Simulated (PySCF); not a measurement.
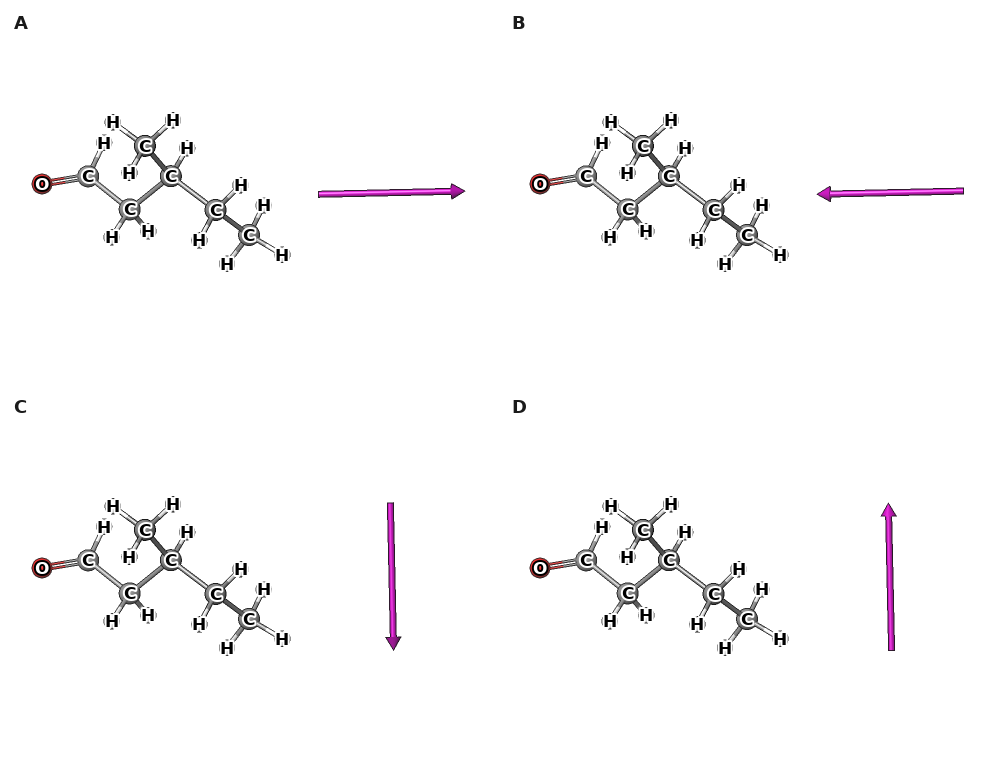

The same molecule four times, each with an arrow. Computed geometry: GFN2-xTB optimisation. No frequency run is at hand to confirm it as a minimum. Properties computed with PBE0/def2-SVPD, gas phase (PySCF 2.14.0).

Which arrow points along the dipole moment, from the negative to the positive end?

A. The dipole moment is 3.24 D.
